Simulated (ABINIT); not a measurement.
# A GW chain in ABINIT: BN (Qingsongite)

Wanted: ground state, empty states, screening and self-energy for BN (Qingsongite).

Program: ABINIT 10.8.3. Level of theory: PBE and many-body steps on it, plane waves. Results are calculated unless marked as measured.

### Step 1. The starting structure

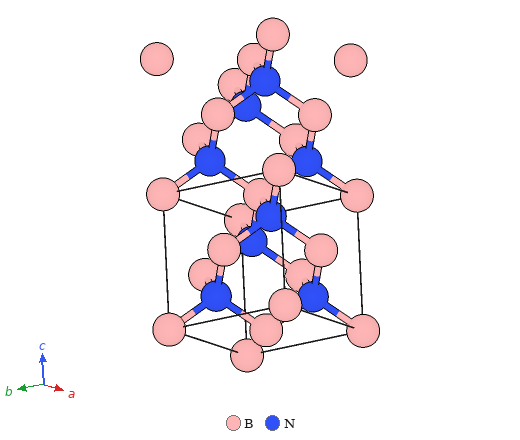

The starting structure, seen from a free direction (boron pink, nitrogen blue). 1×1×2 cells are drawn. This picture shows the conventional cell, with its axes. Bonds to atoms that aren't drawn are left out. Some periodic images of atoms are drawn too.

The cell and positions come from the Crystallography Open Database and are kept as given unless a step says otherwise.

### Step 2. Ground state

This step: ABINIT 10.8.3; DFT, PBE, plane waves, norm-conserving pseudopotentials.

The ground-state density comes first.

Input file run.abi:

```
acell 3*1.0 Angstrom
rprim 
  -0.000000000000 1.807500000000 1.807500000000
  1.807500000000 0.000000000000 1.807500000000
  1.807500000000 1.807500000000 -0.000000000000
ntypat 2
znucl 5 7
natom 2
typat 1 2
xred 
  0.000000000000 0.000000000000 0.000000000000
  0.250000000000 0.250000000000 0.250000000000
pp_dirpath "pseudos"
pseudos "B.upf, N.upf"
ecut 36
ngkpt 10 10 10
nshiftk 1
shiftk 0 0 0
kptopt 1
chksymbreak 0
nband 9
occopt 1
tolvrs 1e-10
nstep 60
prtwf 0
optforces 0
optstress 0
indata_prefix "in"
outdata_prefix "out"
tmpdata_prefix "tmp"
```

On the command line:

```sh
OMP_NUM_THREADS=1 mpirun -n 4 abinit run.abi > log
```

Numbers of over 12 decimals in the logs are rounded to 6 here.

The program printed:

```text
.Version 10.8.3 of ABINIT. v10.8.2 released Aug 2026.

 Symmetries : space group F-4 3 m (#216); Bravais cF (face-center cubic)
================================================================================
 Values of the parameters that define the memory need of the present run
     intxc =       0    ionmov =       0      iscf =       7    lmnmax =       4
     lnmax =       4     mgfft =      30  mpssoang =       2    mqgrid =    3001
     natom =       2  nloc_mem =       1    nspden =       1   nspinor =       1
    nsppol =       1      nsym =      24    n1xccc =    2501    ntypat =       2
    occopt =       1   xclevel =       2
-    mband =           9        mffmem =           1         mkmem =          12
       mpw =         845          nfft =       27000          nkpt =          47
================================================================================
  Rough estimation (10% accuracy) of disk space for files :
================================================================================

--------------------------------------------------------------------------------
------------- Echo of variables that govern the present computation ------------
--------------------------------------------------------------------------------
 -outvars: echo values of preprocessed input variables --------
            acell      1.8897261259E+00  1.8897261259E+00  1.8897261259E+00 Bohr

      chksymbreak           0
             ecut      3.60000000E+01 Hartree
-          fftalg         312

              ixc     -101130
              kpt      0.00000000E+00  0.00000000E+00  0.00000000E+00
                       1.00000000E-01  0.00000000E+00  0.00000000E+00
                       2.00000000E-01  0.00000000E+00  0.00000000E+00
                       3.00000000E-01  0.00000000E+00  0.00000000E+00
                       4.00000000E-01  0.00000000E+00  0.00000000E+00
                       5.00000000E-01  0.00000000E+00  0.00000000E+00
                       1.00000000E-01  1.00000000E-01  0.00000000E+00
                       2.00000000E-01  1.00000000E-01  0.00000000E+00
                       3.00000000E-01  1.00000000E-01  0.00000000E+00
   [... 36 further rows ...]
                      -3.00000000E-01  4.00000000E-01  2.00000000E-01
                      -3.00000000E-01  5.00000000E-01  2.00000000E-01
         kptrlatt       10    0    0      0   10    0      0    0   10
          kptrlen      4.83050094E+01
P           mkmem          12
            natom           2
            nband           9
            ngfft          30      30      30
             nkpt          47
            nstep          60
             nsym          24
           ntypat           2
              occ      2.000000  2.000000  2.000000  2.000000  0.000000  0.000000
[...]
optforces           0
        optstress           0
            prtwf           0
            rprim     -0.0000000000E+00  1.8075000000E+00  1.8075000000E+00
[...]
spgroup         216

           tolvrs      1.00000000E-10

             xred      0.0000000000E+00  0.0000000000E+00  0.0000000000E+00
[...]
znucl        5.00000    7.00000

================================================================================

 chkinp: Checking input parameters for consistency.

================================================================================
== DATASET  1 ==================================================================
-   mpi_nproc: 4, omp_nthreads: 1 (-1 if OMP is not activated)

--- !DatasetInfo
iteration_state: {dtset: 1, }
dimensions: {natom: 2, nkpt: 47, mband: 9, nsppol: 1, nspinor: 1, nspden: 1, mpw: 845, }
cutoff_energies: {ecut:  36.0, pawecutdg:  -1.0, }
electrons: {nelect:   8.00000000E+00, charge:   0.00000000E+00, occopt:   1.00000000E+00, tsmear:   1.00000000E-02, }

 Real(R)+Recip(G) space primitive vectors, cartesian coordinates (Bohr,Bohr^-1):
 R(1)=  0.0000000  3.4156800  3.4156800  G(1)= -0.1463837  0.1463837  0.1463837
 R(2)=  3.4156800  0.0000000  3.4156800  G(2)=  0.1463837 -0.1463837  0.1463837
 R(3)=  3.4156800  3.4156800  0.0000000  G(3)=  0.1463837  0.1463837 -0.1463837
 Unit cell volume ucvol=  7.9700586E+01 bohr^3
 Angles (23,13,12)=  6.00000000E+01  6.00000000E+01  6.00000000E+01 degrees

 getcut: wavevector=  0.0000  0.0000  0.0000  ngfft=  30  30  30
         ecut(hartree)=     36.000   => boxcut(ratio)=   2.30194

 getcut : COMMENT -
  Note that boxcut > 2.2 ; recall that boxcut=Gcut(box)/Gcut(sphere) = 2
  is sufficient for exact treatment of convolution.
  Such a large boxcut is a waste : you could raise ecut
  e.g. ecut=   47.690509 Hartrees makes boxcut=2

--- Pseudopotential description ------------------------------------------------
- B Generated using ONCVPSP code by D. R. Hamann
-  5.00000   3.00000  171031                  znucl, zion, pspdat
12 -101130 1 -1 1534                          pspcod,pspxc,lmax,lloc,mmax
     nproj     2     2
  pspatm : epsatm=    3.38844616
         --- l  ekb(1:nproj) -->
[...]
pspatm: atomic psp has been read  and splines computed

- N Generated using ONCVPSP code by D. R. Hamann
-  7.00000   5.00000  171031                  znucl, zion, pspdat
12 -101130 1 -1 1058                          pspcod,pspxc,lmax,lloc,mmax
     nproj     2     2
  pspatm : epsatm=    5.20977870
         --- l  ekb(1:nproj) -->
[...]
1   -4.293905   -1.006988
 pspatm: atomic psp has been read  and splines computed

   6.87857989E+01                                ecore*ucvol(ha*bohr**3)
--------------------------------------------------------------------------------

_setup2: Arith. and geom. avg. npw (full set) are     822.053     822.026

================================================================================

--- !BeginCycle
iteration_state: {dtset: 1, }
solver: {iscf: 7, nstep: 60, nline: 4, wfoptalg: 0, }
tolerances: {tolvrs: 1.00E-10, }

     iter   Etot(hartree)      deltaE(h)  residm     vres2
 ETOT  1  -13.353670328845    -1.335E+01 1.866E-01 1.447E+02
 ETOT  2  -13.373136893714    -1.947E-02 6.470E-03 1.104E+02
 ETOT  3  -13.402464776550    -2.933E-02 3.876E-03 1.734E-01
 ETOT  4  -13.402502334780    -3.756E-05 4.257E-03 1.682E-03
 ETOT  5  -13.402502505884    -1.711E-07 1.198E-03 3.940E-05
 ETOT  6  -13.402502511439    -5.556E-09 1.069E-03 2.572E-07
 ETOT  7  -13.402502511479    -3.939E-11 2.420E-04 2.030E-09
 ETOT  8  -13.402502511479    -1.315E-13 2.105E-04 5.379E-11

 At SCF step    8       vres2   =  5.38E-11 < tolvrs=  1.00E-10 =>converged.

--- !ResultsGS
iteration_state: {dtset: 1, }
comment   : Summary of ground state results
lattice_vectors:
- [ -0.0000000,   3.4156800,   3.4156800, ]
- [  3.4156800,   0.0000000,   3.4156800, ]
- [  3.4156800,   3.4156800,  -0.0000000, ]
lattice_lengths: [   4.83050,    4.83050,    4.83050, ]
lattice_angles: [ 60.000,  60.000,  60.000, ] # degrees, (23, 13, 12)
lattice_volume:   7.9700586E+01
convergence: {deltae: -1.315E-13, res2:  5.379E-11, residm:  2.105E-04, diffor:  0.000E+00, }
etotal    :  -1.34025025E+01
entropy   :   0.00000000E+00
fermie    :   3.02092262E-01
cartesian_stress_tensor: null
pressure_GPa: null
xred      :
- [  0.0000E+00,   0.0000E+00,   0.0000E+00,  B]
- [  2.5000E-01,   2.5000E-01,   2.5000E-01,  N]
cartesian_forces: null
force_length_stats: {min: null, max: null, mean: null, }

 Integrated electronic density in atomic spheres:
 ------------------------------------------------
 Atom  Sphere_radius  Integrated_density
    1        2.00000          3.32049900
    2        2.00000          5.75124674
================================================================================

 ----iterations are completed or convergence reached----

 Mean square residual over all n,k,spin=   10.187E-07; max=  21.054E-05
 reduced coordinates (array xred) for    2 atoms
       0.000000000000      0.000000000000      0.000000000000
       0.250000000000      0.250000000000      0.250000000000
 rms dE/dt=  0.0000E+00; max dE/dt=  0.0000E+00; dE/dt below (all hartree)
    1       0.000000000000      0.000000000000      0.000000000000
    2       0.000000000000      0.000000000000      0.000000000000

 cartesian coordinates (angstrom) at end:
    1      0.000000     0.000000     0.000000
    2      0.903750     0.903750     0.903750
 length scales=  1.889726125908  1.889726125908  1.889726125908 bohr
              =  1.000000000000  1.000000000000  1.000000000000 angstroms
 prteigrs : about to open file out_EIG
 Fermi (or HOMO) energy (hartree) =   0.30209   Average Vxc (hartree)=  -0.47450
 Eigenvalues (hartree) for nkpt=  47  k points:
 kpt#   1, nband=  9, wtk=  0.00100, kpt=  0.0000  0.0000  0.0000 (reduced coord)
  -0.44062    0.30209    0.30209    0.30209    0.62836    0.62836    0.62836    0.68304
   1.21148
 prteigrs : prtvol=0 or 1, do not print more k-points.

--- !EnergyTerms
iteration_state     : {dtset: 1, }
comment             : Components of total free energy in Hartree
kinetic             :  9.41230010599648E+00
hartree             :  1.79183179045680E+00
xc                  : -4.37198988812425E+00
Ewald energy        : -1.31703929426445E+01
psp_core            :  8.63052609504914E-01
local_psp           : -6.86018895556562E+00
non_local_psp       : -1.06711523110257E+00
total_energy        : -1.34025025114787E+01
total_energy_eV     : -3.64700672502578E+02
band_energy         :  1.04301569482710E-01

== END DATASET(S) ==============================================================
================================================================================

 -outvars: echo values of variables after computation  --------
           etotal     -1.3402502511E+01
            nband           9
             nkpt          47
          spgroup         216
 [... the other variables as echoed above ...]

 Calculation completed.
```

The job ended after 5 s (4 MPI ranks of Arm Neoverse V1, shared host; peak memory 0.25 GiB).

Numbers from this step:

- total energy: -364.7007 eV
- gap: 4.535 eV
- k of the valence top: 0, 0, 0
- k of the conduction bottom: 0.5, 0.5, 0
- least direct gap: 8.878 eV

The gap is indirect, with the least direct gap 4.34 eV higher.

### Step 3. Bands along the symmetry lines

The cheap functional maps the bands first; the places of the edges decide which points the dearer methods must see.

Input file run.abi:

```
acell 3*1.0 Angstrom
rprim 
  -0.000000000000 1.807500000000 1.807500000000
  1.807500000000 0.000000000000 1.807500000000
  1.807500000000 1.807500000000 -0.000000000000
ntypat 2
znucl 5 7
natom 2
typat 1 2
xred 
  0.000000000000 0.000000000000 0.000000000000
  0.250000000000 0.250000000000 0.250000000000
pp_dirpath "pseudos"
pseudos "B.upf, N.upf"
ecut 36
iscf -2
irdden 1
kptopt 0
nkpt 50
kpt 
  0.00000000 0.00000000 0.00000000
  -0.06250000 -0.06250000 0.00000000
  -0.12500000 -0.12500000 0.00000000
  -0.18750000 -0.18750000 0.00000000
  -0.25000000 -0.25000000 0.00000000
  -0.31250000 -0.31250000 0.00000000
  -0.37500000 -0.37500000 0.00000000
  -0.43750000 -0.43750000 0.00000000
  -0.50000000 -0.50000000 0.00000000
  -0.48437500 -0.48437500 0.03125000
  -0.46875000 -0.46875000 0.06250000
  -0.45312500 -0.45312500 0.09375000
  -0.43750000 -0.43750000 0.12500000
  -0.42187500 -0.42187500 0.15625000
  -0.40625000 -0.40625000 0.18750000
  -0.39062500 -0.39062500 0.21875000
  -0.37500000 -0.37500000 0.25000000
  -0.37500000 0.00000000 0.37500000
  -0.32812500 0.00000000 0.32812500
  -0.28125000 0.00000000 0.28125000
  -0.23437500 0.00000000 0.23437500
  -0.18750000 0.00000000 0.18750000
  -0.14062500 0.00000000 0.14062500
  -0.09375000 0.00000000 0.09375000
  -0.04687500 0.00000000 0.04687500
  0.00000000 0.00000000 0.00000000
  0.00000000 0.00000000 0.06250000
  0.00000000 0.00000000 0.12500000
  0.00000000 0.00000000 0.18750000
  0.00000000 0.00000000 0.25000000
  0.00000000 0.00000000 0.31250000
  0.00000000 0.00000000 0.37500000
  0.00000000 0.00000000 0.43750000
  -0.00000000 -0.00000000 0.50000000
  -0.06250000 -0.03125000 0.46875000
  -0.12500000 -0.06250000 0.43750000
  -0.18750000 -0.09375000 0.40625000
  -0.25000000 -0.12500000 0.37500000
  -0.31250000 -0.15625000 0.34375000
  -0.37500000 -0.18750000 0.31250000
  -0.43750000 -0.21875000 0.28125000
  -0.50000000 -0.25000000 0.25000000
  -0.50000000 -0.28125000 0.21875000
  -0.50000000 -0.31250000 0.18750000
  -0.50000000 -0.34375000 0.15625000
  -0.50000000 -0.37500000 0.12500000
  -0.50000000 -0.40625000 0.09375000
  -0.50000000 -0.43750000 0.06250000
  -0.50000000 -0.46875000 0.03125000
  -0.50000000 -0.50000000 0.00000000
istwfk *1
nband 11
nbdbuf 2
tolwfr 1e-08
nstep 40
prtwf 0
prtvol 0
indata_prefix "in"
outdata_prefix "out"
tmpdata_prefix "tmp"
```

The program printed:

```text
.Version 10.8.3 of ABINIT. v10.8.2 released Aug 2026.

 Symmetries : space group F-4 3 m (#216); Bravais cF (face-center cubic)
[... echo of the input left out ...]
== DATASET  1 ==================================================================
-   mpi_nproc: 4, omp_nthreads: 1 (-1 if OMP is not activated)

--- !DatasetInfo
iteration_state: {dtset: 1, }
dimensions: {natom: 2, nkpt: 50, mband: 11, nsppol: 1, nspinor: 1, nspden: 1, mpw: 869, }
cutoff_energies: {ecut:  36.0, pawecutdg:  -1.0, }
electrons: {nelect:   8.00000000E+00, charge:   0.00000000E+00, occopt:   1.00000000E+00, tsmear:   1.00000000E-02, }

 Real(R)+Recip(G) space primitive vectors, cartesian coordinates (Bohr,Bohr^-1):
 R(1)=  0.0000000  3.4156800  3.4156800  G(1)= -0.1463837  0.1463837  0.1463837
 R(2)=  3.4156800  0.0000000  3.4156800  G(2)=  0.1463837 -0.1463837  0.1463837
 R(3)=  3.4156800  3.4156800  0.0000000  G(3)=  0.1463837  0.1463837 -0.1463837
 Unit cell volume ucvol=  7.9700586E+01 bohr^3
 Angles (23,13,12)=  6.00000000E+01  6.00000000E+01  6.00000000E+01 degrees

 getcut: wavevector=  0.0000  0.0000  0.0000  ngfft=  30  30  30
         ecut(hartree)=     36.000   => boxcut(ratio)=   2.30194

 getcut : COMMENT -
  Note that boxcut > 2.2 ; recall that boxcut=Gcut(box)/Gcut(sphere) = 2
  is sufficient for exact treatment of convolution.
  Such a large boxcut is a waste : you could raise ecut
  e.g. ecut=   47.690509 Hartrees makes boxcut=2

--- Pseudopotential description ------------------------------------------------
- B Generated using ONCVPSP code by D. R. Hamann
-  5.00000   3.00000  171031                  znucl, zion, pspdat
12 -101130 1 -1 1534                          pspcod,pspxc,lmax,lloc,mmax
     nproj     2     2
  pspatm : epsatm=    3.38844616
         --- l  ekb(1:nproj) -->
             0    8.382104    1.234201
             1   -3.719492   -0.867526
 pspatm: atomic psp has been read  and splines computed

- N Generated using ONCVPSP code by D. R. Hamann
-  7.00000   5.00000  171031                  znucl, zion, pspdat
12 -101130 1 -1 1058                          pspcod,pspxc,lmax,lloc,mmax
     nproj     2     2
  pspatm : epsatm=    5.20977870
         --- l  ekb(1:nproj) -->
             0    7.494509    0.636305
[...]
pspatm: atomic psp has been read  and splines computed

--------------------------------------------------------------------------------

================================================================================
 prteigrs : about to open file out_EIG
 Non-SCF case, kpt    1 (  0.00000  0.00000  0.00000), residuals and eigenvalues=
  3.63E-09  1.60E-09  3.17E-09  5.09E-09  1.41E-09  2.39E-09  4.64E-09  8.61E-09
[...]
-4.4062E-01  3.0209E-01  3.0209E-01  3.0209E-01  6.2836E-01  6.2836E-01
  6.2836E-01  6.8304E-01  1.2115E+00  1.3357E+00  1.3401E+00
[...]
2.44E-09  5.19E-10  7.21E-10  4.52E-09  4.15E-09  4.50E-09  5.55E-09  6.02E-09
[...]
-4.2207E-01  2.5628E-01  2.6132E-01  2.6132E-01  6.0371E-01  6.8440E-01
  6.8440E-01  7.2542E-01  1.0748E+00  1.2549E+00  1.3632E+00
[...]
Non-SCF case, kpt   49 ( -0.50000 -0.46875  0.03125), residuals and eigenvalues=
[...]
-2.3481E-01 -2.4246E-02  1.1910E-01  1.1965E-01  4.7418E-01  6.4952E-01
  9.5633E-01  9.5955E-01  1.0628E+00  1.2999E+00  1.5362E+00
 Non-SCF case, kpt   50 ( -0.50000 -0.50000  0.00000), residuals and eigenvalues=
[...]
-2.3521E-01 -2.5226E-02  1.2176E-01  1.2176E-01  4.6875E-01  6.4539E-01
  9.6028E-01  9.6028E-01  1.0651E+00  1.3031E+00  1.5460E+00

--- !ResultsGS
iteration_state: {dtset: 1, }
comment   : Summary of ground state results
lattice_vectors:
- [ -0.0000000,   3.4156800,   3.4156800, ]
- [  3.4156800,   0.0000000,   3.4156800, ]
- [  3.4156800,   3.4156800,  -0.0000000, ]
lattice_lengths: [   4.83050,    4.83050,    4.83050, ]
lattice_angles: [ 60.000,  60.000,  60.000, ] # degrees, (23, 13, 12)
lattice_volume:   7.9700586E+01
convergence: {deltae:  0.000E+00, res2:  0.000E+00, residm:  9.954E-09, diffor:  0.000E+00, }
etotal    :  -1.34025025E+01
entropy   :   0.00000000E+00
fermie    :   3.02092262E-01
cartesian_stress_tensor: null
pressure_GPa: null
xred      :
- [  0.0000E+00,   0.0000E+00,   0.0000E+00,  B]
- [  2.5000E-01,   2.5000E-01,   2.5000E-01,  N]
cartesian_forces: null
force_length_stats: {min: null, max: null, mean: null, }

 Integrated electronic density in atomic spheres:
 ------------------------------------------------
 Atom  Sphere_radius  Integrated_density
[...]
================================================================================

 ----iterations are completed or convergence reached----

 Mean square residual over all n,k,spin=   42.205E-10; max=  99.540E-10
 reduced coordinates (array xred) for    2 atoms
[...]
cartesian coordinates (angstrom) at end:
    1      0.000000     0.000000     0.000000
    2      0.903750     0.903750     0.903750
 length scales=  1.889726125908  1.889726125908  1.889726125908 bohr
              =  1.000000000000  1.000000000000  1.000000000000 angstroms
 prteigrs : about to open file out_EIG
 Eigenvalues (hartree) for nkpt=  50  k points:
 kpt#   1, nband= 11, wtk=  1.00000, kpt=  0.0000  0.0000  0.0000 (reduced coord)
[...]
kpt#   2, nband= 11, wtk=  1.00000, kpt= -0.0625 -0.0625  0.0000 (reduced coord)
[...]
kpt#   3, nband= 11, wtk=  1.00000, kpt= -0.1250 -0.1250  0.0000 (reduced coord)
[...]
kpt#  49, nband= 11, wtk=  1.00000, kpt= -0.5000 -0.4687  0.0313 (reduced coord)
  -0.23481   -0.02425    0.11910    0.11965    0.47418    0.64952    0.95633    0.95955
   1.06281    1.29990    1.53616
 kpt#  50, nband= 11, wtk=  1.00000, kpt= -0.5000 -0.5000  0.0000 (reduced coord)
  -0.23521   -0.02523    0.12176    0.12176    0.46875    0.64539    0.96028    0.96028
   1.06505    1.30307    1.54598

== END DATASET(S) ==============================================================
================================================================================

 -outvars: echo values of variables after computation  --------
            nband          11
             nkpt          50
          spgroup         216
 [... the other variables as echoed above ...]

 Calculation completed.
```

Wall time 3.7 s (4 MPI ranks); peak memory 0.23 GiB; 14 s of CPU time.

This step gave:

```yaml
gap: 4.535 eV
k_of_the_valence_top: 0, 0, 0
k_of_the_conduction_bottom: -0.5, -0.5, 0
least_direct_gap: 8.878 eV
```

The gap is 4.535 eV, as in the run before at this level.

Electronic bands along the path, in eV, zero at the top of the highest filled band; v1 is the highest filled band, c1 the lowest empty one:

```tsv
point	v4	v3	v2	v1	c1	c2	c3	c4
Γ	-20.21	0.00	0.00	0.00	8.88	8.88	8.88	10.37
X	-14.62	-8.91	-4.91	-4.91	4.54	9.34	17.91	17.91
U	-14.54	-8.12	-7.66	-4.08	6.98	12.95	15.84	16.68
jump to K	-14.54	-8.12	-7.66	-4.08	6.98	12.95	15.84	16.68
Γ	-20.21	0.00	0.00	0.00	8.88	8.88	8.88	10.37
L	-15.99	-10.68	-1.94	-1.94	10.21	10.78	10.78	15.26
W	-14.31	-7.58	-6.96	-6.50	9.65	13.35	14.61	14.69
X	-14.62	-8.91	-4.91	-4.91	4.54	9.34	17.91	17.91
```

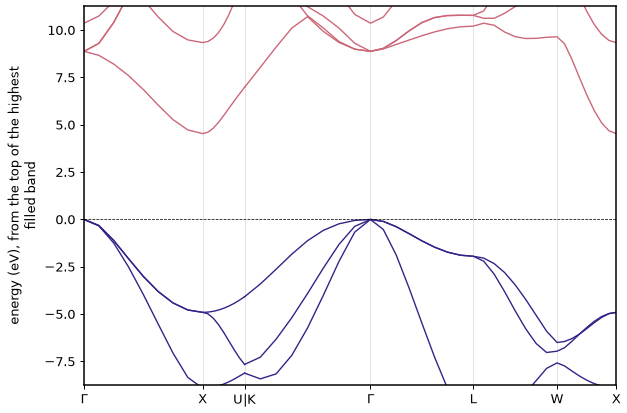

Electronic bands along the path; lines of filled and empty bands in two colours.

[end of part 1 of 2]

[Paths, hosts, dates, memory and timing lines, banners, echoed tables and standing remarks are left out of the program output.]

[Logs are printed without paths, hosts, clocks, repeated set-up lines and the standing remarks that a program may print on its own settings, such as how far it seeks lower states.]

[Runs of the session that timed out or met a known fault of the program may be left out.]

[Hosts, paths, dates, database ids (printed as entryN), source tags and the programs' standing remarks are cut or masked in the printed files.]

[G0W0 gaps are taken among the corrected bands and points alone; a level outside them can change the order at an edge.]

[Where Ansatz stands beside ABINIT at settings called matched, ABINIT's density can come from a denser mesh and the files from another edition; pairs whose starting gaps differed by over 0.03 eV were left out, so agreement reads better than it is.]
